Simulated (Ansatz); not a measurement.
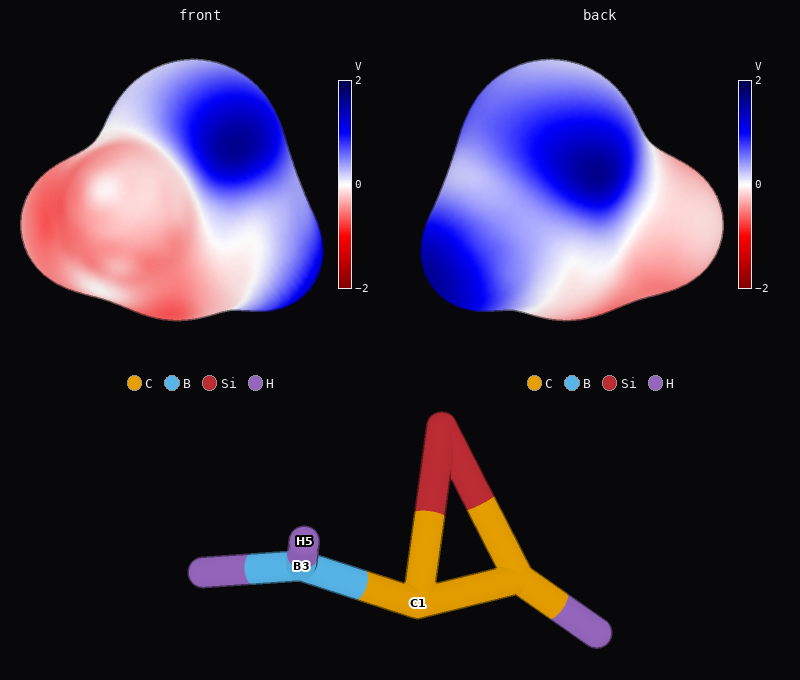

Figure 1: C$_{2}$H$_{3}$BSi (SMILES BC1=[Si]=C1). The electrostatic potential painted on the density surface at 0.002 e/bohr³, seen from the front and from behind; the colour scale runs from red (negative) to blue (positive). The bare structure is drawn below in the same view.

Geometry: B3LYP-D3(BJ)/def2-SVP.

Computed with isolated molecule in a Gaussian basis; Kohn-Sham density functional theory, functional PBE0 (Ansatz).

The calculation's input:

```
crystal:
  periodic: [false, false, false]
  atoms:
    - {symbol: C, position_ang: [-1.236629, 0.324494, -0.879771]}
    - {symbol: C, position_ang: [-2.037985, -0.508901, -0.232887]}
    - {symbol: B, position_ang: [-0.357489, 1.505597, -0.935194]}
    - {symbol: Si, position_ang: [-1.525682, 0.707057, 1.034376]}
    - {symbol: H, position_ang: [-0.817313, 2.569684, -1.273262]}
    - {symbol: H, position_ang: [0.832185, 1.366268, -0.782304]}
    - {symbol: H, position_ang: [-2.609872, -1.398552, -0.497242]}
basis:
  gaussian: {orbitals: def2-TZVPD}
hamiltonian: {xc: {name: PBE0}}
output: {forces: true, orbitals: {seedname: orbitals}}
```

Launched as:

```sh
ansatz run input.yaml --threads 1 --pin off --max-ram 2610MiB --events-out events.jsonl --progress --plain --runs-dir runs
```

Where is the surface potential most negative and most positive?

Answer. The most negative region (about −0.6 V) lies over C1, the most positive (about +1.6 V) over Si4 and H7.
